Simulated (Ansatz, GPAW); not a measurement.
**1T-SnS2 under H-SiSi-Cl chair, AB: simulated STM images**

What would a tunnelling microscope show on 1T-SnS2 under H-SiSi-Cl chair, AB?

Calculated with GPAW 26.7.0 and Ansatz 0.2.0; Ansatz plane waves; layer without images along its normal, relaxation of atoms and in-plane cell, with D3(BJ) dispersion; PAW set soft_1, in the first sound run; inputs show where later runs differ.

## 1. Starting point

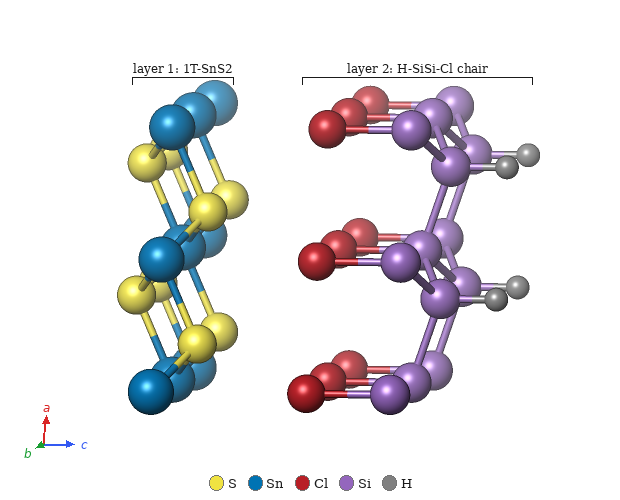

The starting structure, seen from the side, with the c axis across the page (sulfur yellow, tin blue, chlorine red, silicon purple, hydrogen grey). 2×2×1 cells are drawn. Some periodic images of atoms are drawn too.

The cell holds 7 atoms: 2 S, 1 Sn, 1 Cl, 2 Si and 1 H. Cell: a = 3.682 Å, b = 3.681 Å, c = 23.155 Å, α = 90.0°, β = 90.0°, γ = 120.0°. Regions: layer 1: 1T-SnS2, 3 atoms (2 S and 1 Sn); layer 2: H-SiSi-Cl chair, 4 atoms (1 Cl, 2 Si and 1 H). Vacuum lies along c.

## 2. Relaxation

Forces are removed first; all later runs use this geometry.

File input.yaml:

```yaml
crystal:
  lattice:
    - [3.6815, 0.0, 0.0]
    - [-1.84075, 3.188272524, 0.0]
    - [0.0, 0.0, 23.155166844]
  atoms:
    - { symbol: S, position: [0.6666666667, 0.3333333333, 0.3023083378] }
    - { symbol: Sn, position: [0.0, 0.0, 0.3415040572] }
    - { symbol: S, position: [0.3333333333, 0.6666666667, 0.3806997765] }
    - { symbol: Cl, position: [0.0, 0.0, 0.512419838] }
    - { symbol: Si, position: [0.0, 0.0, 0.6044079465] }
    - { symbol: Si, position: [0.6666666667, 0.3333333333, 0.6363662566] }
    - { symbol: H, position: [0.6666666667, 0.3333333333, 0.6976916622] }
  periodic: [true, true, false]
kpoints:
  mp_grid: { grid: [9, 9, 1] }
hamiltonian:
  xc: pbe
  dispersion: d3bj
  pseudopotentials: { kind: paw, azcp: { folder: soft_1 } }
scf:
  occupations: { method: fermi_dirac, width: 0.05 }
relax:
  f_tol: 0.01
  max_steps: 90
  cell: {}
```

Launch:

```bash
$ ansatz run input.yaml --threads 4 --pin off --max-ram 8192MiB --backend cpu --events-out ev --progress --plain --runs-dir out
```

Numbers of over 12 decimals in the logs are rounded to 6 here.

What it wrote:

```text
Warning: crystal.periodic: the lattice vector that does not repeat stood 0.000° off the slab's normal, 23.155 Å along it as the deck builds it. The run solves the slab on a vector along the normal, 42.110 Å long, with every atom where it was (on the deck's vector they left 14.00 Å outside them, and the widest stretch free of ions among them is 3.05 Å). A fractional position that the run reports is one of the run's ce [...]
crystal.periodic: the lattice vector that does not repeat stood 0.000° off the slab's normal, 23.155 Å along it as the deck builds it. The run solves the slab on a vector along the normal, 42.110 Å long, with every atom where it was (on the deck's vector they left 14.00 Å outside them, and the widest stretch free of ions among them is 3.05 Å). A fractional position that the run reports is one of the run's cell, which [...]
Engine: ansatz 0.2.0, x86_64-unknown-linux-gnu
Pseudopotentials: kind: paw
Pseudopotential: S, paw, valence charge 6, recommended cutoff 420 eV (normal), soft_1/S.paw.azcp
Pseudopotential: Sn, paw, valence charge 14, recommended cutoff 420 eV (normal), soft_1/Sn.paw.azcp
Pseudopotential: Cl, paw, valence charge 7, recommended cutoff 420 eV (normal), soft_1/Cl.paw.azcp
Pseudopotential: Si, paw, valence charge 4, recommended cutoff 420 eV (normal), soft_1/Si.paw.azcp
Pseudopotential: H, paw, valence charge 1, recommended cutoff 420 eV (normal), soft_1/H.paw.azcp
Functional definition: PBE
  parameter kappa = 0.804
  parameter beta = 0.066725
  exchange = pbe_x(kappa = kappa, mu = beta*pi^2/3)
  correlation = pbe_c(beta = beta)
Crystal: 7 atoms, lattice volume = 494.275 Å³
Basis set: ecut = 420 eV, 9681 PW (Γ), exchange–correlation on 50×50×576 points (8 copies of the dense FFT grid, shifted against one another)
Bands: 28, of which v1, the nominal top of the filled ones, is band 21 counted from 1 (20 counted from 0)
Symmetry: 6 space group operations
Space group: P3m1 (ITA 156), of the structure as read, at distance tolerance 7.9e-5 Å
k-points: 12 of 81 (time reversal used)
Non-local potential: S, projectors of the file, l = 0: 2, l = 1: 2, l = 2: 1
Non-local potential: Sn, projectors of the file, l = 0: 2, l = 1: 2, l = 2: 2, l = 3: 1
Non-local potential: Cl, projectors of the file, l = 0: 2, l = 1: 2, l = 2: 1
Non-local potential: Si, projectors of the file, l = 0: 2, l = 1: 2, l = 2: 1
Non-local potential: H, projectors of the file, l = 0: 2, l = 1: 1
PAW form: soft (Blöchl's): semilocal exchange-correlation on the pseudo side does not see the compensation charge
PAW one-centre angular grid: S, 110 points (default); XC on 64 Gauss nodes
PAW one-centre angular grid: Sn, 590 points (default); XC on 64 Gauss nodes
PAW one-centre angular grid: Cl, 110 points (default); XC on 64 Gauss nodes
PAW one-centre angular grid: Si, 110 points (default); XC on 64 Gauss nodes
PAW one-centre angular grid: H, 110 points (default); XC on 64 Gauss nodes
Initial wavefunctions: pseudopotential atomic-orbital guess
Functional: x = pbe(κ = 0.804, μ = 0.219515), c = pbe(β = 0.066725)
SCF iter   1: F=—  HF=-10196.688806 eV  |F-HF|=—  |Δ(HF+E_count)|=         —  Δρ=2.97e-2  dr2=4.71e0  ethr=3.10e-3  ⟨swp⟩=20.6  Hψ=3626  notcnv=0
preconditioner: auto → Resta (q_TF=auto, 1.809 Å⁻¹)  ε∞=1.8  [insulator: Δε(μ)=2.092 eV  Ē_g=10.538 eV  σ=0.050 eV  W_gap=1.00  n_scr=24 (ndim 8)  ℏωp=9.4 eV  f_vac=0.701  D(μ)=0.00/eV (n_scr^D=0)  ε∞_Penn≈1.8  vacuum switching on, ρ_ref=8.1e-3 e/Å³]
SCF iter   2: F=—  HF=-10195.300311 eV  |F-HF|=—  |Δ(HF+E_count)|=    1.39e0  Δρ=1.23e-2  dr2=6.18e-1  ethr=3.10e-3  ⟨swp⟩=4.3  Hψ=910  notcnv=0  defer=21
SCF iter   3: F=—  HF=-10195.164747 eV  |F-HF|=—  |Δ(HF+E_count)|=   1.36e-1  Δρ=2.88e-3  dr2=4.17e-2  ethr=1.47e-3  ⟨swp⟩=4.3  Hψ=642  notcnv=0  defer=21
SCF iter   4: F=—  HF=-10195.169482 eV  |F-HF|=—  |Δ(HF+E_count)|=   4.74e-3  Δρ=9.82e-4  dr2=2.80e-2  ethr=9.93e-5  ⟨swp⟩=5.2  Hψ=928  notcnv=0  defer=21
SCF iter   5: F=—  HF=-10195.165529 eV  |F-HF|=—  |Δ(HF+E_count)|=   3.95e-3  Δρ=4.73e-4  dr2=1.17e-3  ethr=6.67e-5  ⟨swp⟩=4.2  Hψ=574  notcnv=0  defer=20
SCF iter   6: F=—  HF=-10195.165871 eV  |F-HF|=—  |Δ(HF+E_count)|=   3.42e-4  Δρ=1.07e-4  dr2=7.03e-5  ethr=2.79e-6  ⟨swp⟩=3.7  Hψ=744  notcnv=0  defer=20
SCF iter   7: F=—  HF=-10195.166008 eV  |F-HF|=—  |Δ(HF+E_count)|=   1.37e-4  Δρ=2.78e-5  dr2=5.98e-6  ethr=1.67e-7  ⟨swp⟩=3.4  Hψ=743  notcnv=0  defer=20
SCF iter   8: F=—  HF=-10195.166012 eV  |F-HF|=—  |Δ(HF+E_count)|=   3.53e-6  Δρ=1.31e-5  dr2=3.78e-6  ethr=1.42e-8  ⟨swp⟩=3.8  Hψ=764  notcnv=0  defer=20
SCF iter   9: F=—  HF=-10195.166012 eV  |F-HF|=—  |Δ(HF+E_count)|=   1.19e-7  Δρ=6.12e-6  dr2=6.58e-7  ethr=9.00e-9  ⟨swp⟩=3.1  Hψ=535  notcnv=0  defer=20
SCF iter  10: F=-10195.166012 eV  HF=-10195.166012 eV  |F-HF|=8.57e-9  |Δ(HF+E_count)|=   4.56e-8  Δρ=1.92e-6  dr2=3.20e-8  ethr=2.38e-10  ⟨swp⟩=6.3  Hψ=2025  notcnv=0
SCF 1 converged in 10 iterations: F = -10195.166012 eV  dr2 = 3.20e-8
  greatest PAW one-centre occupation: 0.994 electrons in one spin orbital (limit 2), on the Sn atom at site 1 (counted from 0), in its partial waves of l = 2
relax step   1: F+E_penalty+E_count = -10195.16601190 eV  Δ(F+E_penalty+E_count) = +0.000e0 eV  max|allowed force component| = 6.395e0 eV/Å  Δτ_max = 0.0000 Å  P = +31.855 N/m  Ω = 494.275 Å³  fix = [c, alpha, beta]  reactions: c +0.000 N/m  (10 SCF iters, dr2 threshold 1.00e-7 eV, accepted)
Crystal: 7 atoms, lattice volume = 506.059 Å³
Basis set: ecut = 420 eV, 9969 PW (Γ), exchange–correlation on 50×50×576 points (8 copies of the dense FFT grid, shifted against one another)
Initial density: handed on by an earlier stage of this run
Initial wavefunctions: those handed on with the density
iter 1 solved again at ethr=4.44e-4 eV; its pass at ethr=3.10e-3 eV (dr2=1.86e-1 eV) is discarded
SCF iter   1: F=—  HF=-10197.664739 eV  |F-HF|=—  |Δ(HF+E_count)|=         —  Δρ=4.83e-3  dr2=1.87e-1  ethr=4.44e-4  ⟨swp⟩=2.6  Hψ=3091  notcnv=0
preconditioner: auto → Resta (q_TF=auto, 1.802 Å⁻¹)  ε∞=1.9  [insulator: Δε(μ)=1.766 eV  Ē_g=9.867 eV  σ=0.050 eV  W_gap=1.00  n_scr=24 (ndim 8)  ℏωp=9.3 eV  f_vac=0.709  D(μ)=0.00/eV (n_scr^D=0)  ε∞_Penn≈1.9  vacuum switching on, ρ_ref=7.1e-3 e/Å³]
SCF iter   2: F=—  HF=-10197.621989 eV  |F-HF|=—  |Δ(HF+E_count)|=   4.27e-2  Δρ=2.12e-3  dr2=1.20e-2  ethr=4.44e-4  ⟨swp⟩=4.2  Hψ=765  notcnv=0  defer=6
SCF iter   3: F=—  HF=-10197.621407 eV  |F-HF|=—  |Δ(HF+E_count)|=   5.83e-4  Δρ=9.00e-4  dr2=3.22e-3  ethr=2.85e-5  ⟨swp⟩=2.8  Hψ=687  notcnv=0  defer=15
[...]
relax step   5: F+E_penalty+E_count = -10199.07170137 eV  Δ(F+E_penalty+E_count) = -4.572e-2 eV  max|allowed force component| = 1.693e-1 eV/Å  Δτ_max = 0.1960 Å  P = +0.508 N/m  Ω = 516.961 Å³  energy of the carried Pulay correction = -9.165e-4 eV  fix = [c, alpha, beta]  reactions: c +0.000 N/m  (8 SCF iters, dr2 threshold 7.00e-7 eV, accepted)
[...]
relax step   6: F+E_penalty+E_count = -10199.06705699 eV  Δ(F+E_penalty+E_count) = +4.644e-3 eV  max|allowed force component| = 4.726e-1 eV/Å  Δτ_max = 0.0865 Å  P = -0.405 N/m  Ω = 517.608 Å³  energy of the carried Pulay correction = -9.420e-4 eV  fix = [c, alpha, beta]  (8 SCF iters, dr2 threshold 7.00e-7 eV, rejected (line search))
[...]
relax step   7: F+E_penalty+E_count = -10199.07558948 eV  Δ(F+E_penalty+E_count) = -3.888e-3 eV  max|allowed force component| = 3.134e-2 eV/Å  Δτ_max = 0.0339 Å  P = -0.008 N/m  Ω = 517.809 Å³  energy of the carried Pulay correction = -9.499e-4 eV  fix = [c, alpha, beta]  reactions: c -0.000 N/m  (12 SCF iters, accepted)
[...]
relax step   8: F+E_penalty+E_count = -10199.07586433 eV  Δ(F+E_penalty+E_count) = -2.749e-4 eV  max|allowed force component| = 1.711e-2 eV/Å  Δτ_max = 0.0173 Å  P = +0.007 N/m  Ω = 517.686 Å³  energy of the carried Pulay correction = -9.451e-4 eV  fix = [c, alpha, beta]  reactions: c +0.000 N/m  (8 SCF iters, dr2 threshold 6.14e-8 eV, accepted)
[...]
relax step   9: F+E_penalty+E_count = -10199.07589476 eV  Δ(F+E_penalty+E_count) = -3.043e-5 eV  max|allowed force component| = 3.090e-3 eV/Å  Δτ_max = 0.0061 Å  P = -0.001 N/m  Ω = 517.754 Å³  energy of the carried Pulay correction = -9.478e-4 eV  fix = [c, alpha, beta]  reactions: c -0.000 N/m  (7 SCF iters, dr2 threshold 1.83e-8 eV, accepted)
Basis set: ecut = 420 eV, 10161 PW (Γ), exchange–correlation on 54×54×576 points (8 copies of the dense FFT grid, shifted against one another)
Initial wavefunctions: pseudopotential atomic-orbital guess (no wavefunctions were taken with the density)
iter 1 solved again at ethr=9.39e-7 eV; its pass at ethr=3.10e-3 eV (dr2=3.94e-4 eV) is discarded
SCF iter   1: F=—  HF=-10199.075191 eV  |F-HF|=—  |Δ(HF+E_count)|=         —  Δρ=6.46e-5  dr2=9.01e-7  ethr=9.39e-7  ⟨swp⟩=5.4  Hψ=4444  notcnv=0
eigensolver tolerance schedule: the retry pair's looser diagonalisation over-reported the residual by 436.39 of it (diagonalisation noise at 0.15 of the residual, at the tolerance the schedule requests for it); recorded, not acted on — ethr = c·dr2/N_el stays at c = 1.0e-1
preconditioner: auto → Resta (q_TF=auto, 1.795 Å⁻¹)  ε∞=1.9  [insulator: Δε(μ)=0.561 eV  Ē_g=9.510 eV  σ=0.050 eV  W_gap=0.99  n_scr=24 (ndim 8)  ℏωp=9.2 eV  f_vac=0.688  D(μ)=0.01/eV (n_scr^D=0)  ε∞_Penn≈1.9  vacuum switching on, ρ_ref=6.6e-3 e/Å³]
SCF iter   2: F=—  HF=-10199.076243 eV  |F-HF|=—  |Δ(HF+E_count)|=   1.05e-3  Δρ=3.25e-5  dr2=3.07e-7  ethr=2.15e-9  ⟨swp⟩=4.8  Hψ=1067  notcnv=0
SCF iter   3: F=—  HF=-10199.076664 eV  |F-HF|=—  |Δ(HF+E_count)|=   4.21e-4  Δρ=1.22e-5  dr2=1.05e-7  ethr=7.31e-10  ⟨swp⟩=3.1  Hψ=568  notcnv=0
SCF iter   4: F=—  HF=-10199.076775 eV  |F-HF|=—  |Δ(HF+E_count)|=   1.10e-4  Δρ=2.61e-6  dr2=1.58e-7  ethr=2.51e-10  ⟨swp⟩=3.3  Hψ=649  notcnv=0
SCF iter   5: F=—  HF=-10199.076779 eV  |F-HF|=—  |Δ(HF+E_count)|=   4.03e-6  Δρ=9.64e-7  dr2=5.38e-9  ethr=2.51e-10  ⟨swp⟩=1.9  Hψ=389  notcnv=0
SCF iter   6: F=—  HF=-10199.076780 eV  |F-HF|=—  |Δ(HF+E_count)|=   1.55e-6  Δρ=3.27e-7  dr2=1.68e-9  ethr=1.28e-11  ⟨swp⟩=3.4  Hψ=679  notcnv=0
SCF iter   7: F=—  HF=-10199.076780 eV  |F-HF|=—  |Δ(HF+E_count)|=   1.49e-7  Δρ=1.40e-7  dr2=1.30e-10  ethr=4.01e-12  ⟨swp⟩=2.3  Hψ=453  notcnv=0
SCF iter   8: F=—  HF=-10199.076780 eV  |F-HF|=—  |Δ(HF+E_count)|=   4.00e-9  Δρ=3.91e-8  dr2=2.30e-11  ethr=1.00e-12  ⟨swp⟩=2.7  Hψ=535  notcnv=0
SCF iter   9: F=-10199.076780 eV  HF=-10199.076780 eV  |F-HF|=2.50e-9  |Δ(HF+E_count)|=   5.61e-9  Δρ=1.77e-8  dr2=3.84e-12  ethr=1.00e-12  ⟨swp⟩=9.5  Hψ=2084  notcnv=0
SCF 10 converged in 9 iterations: F = -10199.076780 eV  dr2 = 3.84e-12
relax step  10: F+E_penalty+E_count = -10199.07678027 eV  Δ(F+E_penalty+E_count) = -8.855e-4 eV  max|allowed force component| = 3.064e-3 eV/Å  Δτ_max = 0.0000 Å  P = +0.001 N/m  Ω = 517.754 Å³  fix = [c, alpha, beta]  reactions: c +0.000 N/m  stress off target by 6.03e-4 N/m on what of the cell is left free  SCF on the basis re-selected at this cell (its energy is not comparable with the rows above)  (9 SCF iters)
basis re-selected at this cell: Δ(F+E_penalty+E_count) = -8.855e-4 eV, ΔP = +0.002 N/m vs the last step (what re-selecting the basis moved, of the pressure what is left beyond the Pulay correction that the steps carried, after the strain that the cell walked since its last selection, with what the two solves' SCF thresholds leave and, on support functions, any second-order correction that the steps lacked; it is no measure of the basis error at this ecutwfc). The dense FFT grid was sized anew with the basis: this SCF ran on 27×27×288 points, the steps before it on 25×25×288, so part of this shift can come from that change (see relax.cell in the input reference). [rest of the remark cut]
SCF converged after 9 iterations
Free energy (F): -10199.076780 eV
Harris-Foulkes:  -10199.076780 eV  (|F-HF|=2.50e-9)
Internal energy: -10199.076569 eV  (E = F + TS)
E sigma→0 (E₀):  -10199.076675 eV
Entropy (-TS):   -0.000211 eV (-0.030 meV/atom)
Fermi energy:    -4.976025 eV
--- Per-component energies (eV) ---
  E_band       = -620.737303
  E_kinetic    = 626.070126
  E_local      = -91998.613665  (includes V_loc(G=0)·N_el)
  E_nonlocal   = 291.897741
  E_hartree    = 45639.831377
  E_xc         = -530.910176
  E_vxc        = -466.463107  (∫ρ·V_xc dr)
  E_paw        = -7271.989019  (= ΣΔE_a)
  E_vpaw       = -353.290806  (= ΣTr[D̂ρ^β])
  E_aug_tail   = -0.000468  (compensation charges beyond the density's cutoff)
  E_ewald      = 43046.030643
  E_disp       = -1.393129  (pairwise vdW)
  E_smearing   = -0.000211  (= −TS)
  E_closure    = 0.000000  (closes the sum)
  Σ components = -10199.076780   (vs F -10199.076780, Δ=0.00e0)
--- Forces (eV/Å), atoms counted from 1 ---
  atom   1  S      0.00000000    -0.00000000    -0.00084287
  atom   2  Sn    -0.00000000     0.00000000    -0.00095418
  atom   3  S      0.00000000     0.00000000     0.00091020
  atom   4  Cl    -0.00000000     0.00000000     0.00138673
  atom   5  Si     0.00000000     0.00000000     0.00306415
  atom   6  Si     0.00000000    -0.00000000    -0.00209215
  atom   7  H      0.00000000    -0.00000000    -0.00147359
  max |Σ_I F_I| component: 1.72e-6 eV/Å
--- 2D stress c σ (N/m, compression-positive) ---
        0.000603      -0.000000       0.000000
       -0.000000       0.000603      -0.000000
        0.000000      -0.000000       0.000000
  P = ½ c Tr σ = 0.0006 N/m
--- Relaxed structure (9 steps of the walk, 8 accepted, 1 SCFs on fresh bases) ---
  F+E_penalty+E_count = -10199.07678027 eV   max|allowed force component| = 3.064e-3 eV/Å   (the final SCF, on the basis selected at the relaxed cell)
  cell:  # Å, volume = 517.7541 Å³
    - [3.767924, 6.396659436006211e-18, 0]
    - [-1.883962, 3.263118, 0]
    - [0, 0, 42.110334]
  atoms:
    - { symbol: S, position: [0.666667, 0.333333, 0.146250] }
    - { symbol: Sn, position: [-1.321694076996265e-17, 5.286776309277158e-18, 0.180619] }
    - { symbol: S, position: [0.333333, 0.666667, 0.214971] }
    - { symbol: Cl, position: [-1.3216940769962553e-17, 5.286776309277498e-18, 0.287356] }
    - { symbol: Si, position: [-1.3216940769962554e-17, 5.286776309277497e-18, 0.336391] }
    - { symbol: Si, position: [0.666667, 0.333333, 0.354880] }
    - { symbol: H, position: [0.666667, 0.333333, 0.390547] }
```

Run time: 29 s. Hardware: 4 threads of AMD EPYC 9R14 (Zen 4), shared host; peak memory 0.97 GiB; 1.8 min of CPU time.

Step by step:

| step | energy less that of the first step (eV) | largest force component (eV/Å) | volume (Å³) |
| --- | --- | --- | --- |
| 1 | 0.0000 | 6.3953 | 494.28 |
| 2 | -2.4554 | 3.8670 | 506.06 |
| 3 | -3.5782 | 1.7361 | 509.11 |
| 4 | -3.8600 | 0.2851 | 510.10 |
| 5 | -3.9057 | 0.1693 | 516.96 |
| 6 | -3.9010 | 0.4726 | 517.61 |
| 7 | -3.9096 | 0.0313 | 517.81 |
| 8 | -3.9099 | 0.0171 | 517.69 |
| 9 | -3.9099 | 0.0031 | 517.75 |
| 10* | -3.9108 | 0.0031 | 517.75 |

Relaxation steps marked * repeat the geometry before them on a plane-wave basis chosen anew for their cell, so energy and pressure can jump there. Relaxation step 6 was tried and not accepted.

Forces are held to the 6 operations that the run works with; a distortion that breaks them can't arise in this run.

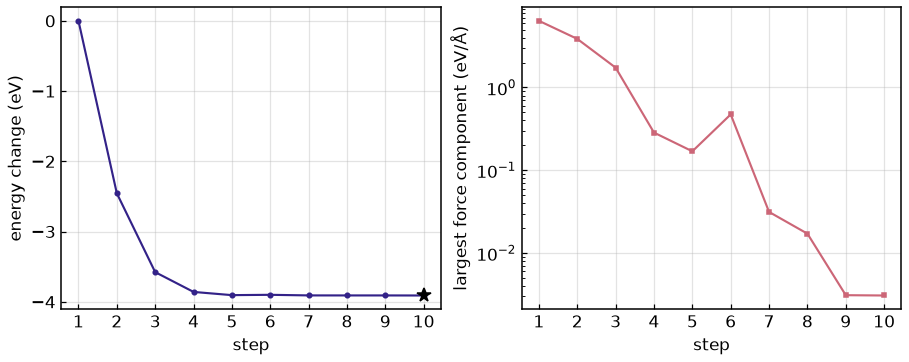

Energy and largest force along the relaxation. Stars mark steps on a basis chosen anew.

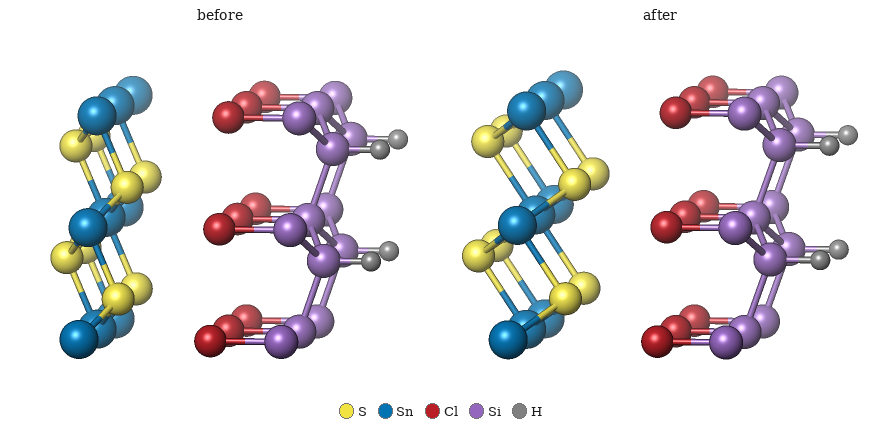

Before and after, at one scale.

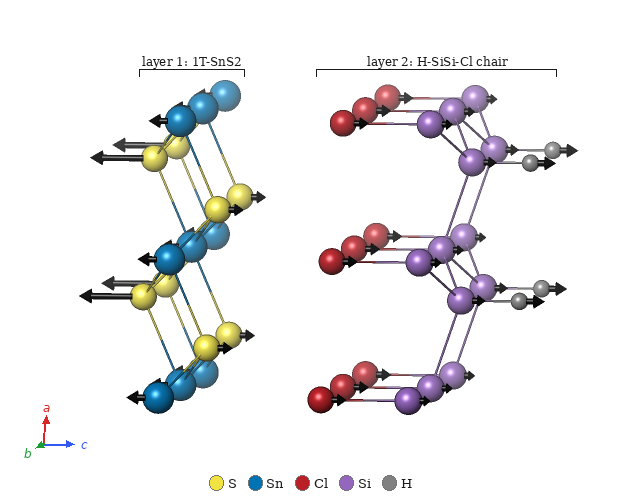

Displacements in the relaxation, exaggerated, measured against the changing cell; the longest in the cell stands for 0.84 Å. 2×2×1 cells are drawn. Some periodic images of atoms are drawn too.

```
cell as run  before  after  change
      a (Å)   3.682  3.768  +2.3 %
      b (Å)   3.681  3.768  +2.3 %
```

The atoms that moved most (Å, along periodic axes as changes of fractional coordinates times the final cell, across vacuum about the mean position):

| atom | dx | dy | dz | length |
| --- | --- | --- | --- | --- |
| S1 | 0.000 | 0.000 | -0.841 | 0.841 |
| Sn2 | 0.000 | 0.000 | -0.302 | 0.302 |
| H7 | 0.000 | 0.000 | 0.291 | 0.291 |
| S3 | 0.000 | 0.000 | 0.237 | 0.237 |
| Cl4 | 0.000 | 0.000 | 0.235 | 0.235 |
| Si6 | 0.000 | 0.000 | 0.209 | 0.209 |
| Si5 | 0.000 | 0.000 | 0.170 | 0.170 |

Numbers from this step:

```
free energy         : -10199.0768 eV
gap by band count   : 0.5608 eV
symmetry operations : 6
```

The relaxation lowered the energy of the cell by 3.91 eV.

(Part 1 of 3 ends here.)

[Logs are printed without paths, hosts, clocks, repeated set-up lines and the standing remarks that a program may print on its own settings, such as how far it seeks lower states.]

[Hosts, paths, dates, database ids (printed as entryN), source tags and the programs' standing remarks are cut or masked in the printed files.]
